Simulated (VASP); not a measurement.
Here is the system:

```yaml
crystal:
  lattice:
    - [-1.55478, 1.55478, 1.55478]
    - [1.55478, -1.55478, 1.55478]
    - [1.55478, 1.55478, -1.55478]
  atoms:
    - { symbol: Pd, position: [0.00000, 0.00000, 0.00000] }
```

All values below come from r2SCAN meta-GGA, VASP's PBE PAW potentials (set 64) (plane waves; VASP). Settings: 400 eV cut-off, 18×18×18 Γ-centred mesh, tetrahedra with Blöchl corrections, potentials Pd.

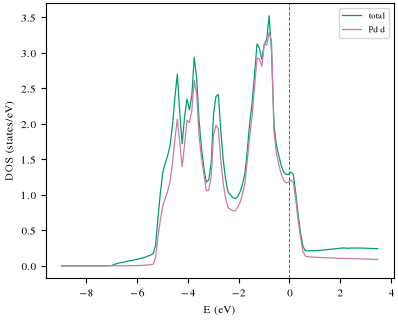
Total and projected density of states, zero at the Fermi level

Within 2 eV below the Fermi level the largest weight inside VASP's projection spheres is Pd d.

It has no gap at this level: it comes out as a metal or semimetal.

The structure comes from a computed database's Pd entry (Im-3m); how it stands against other phases isn't given here. It was relaxed first.
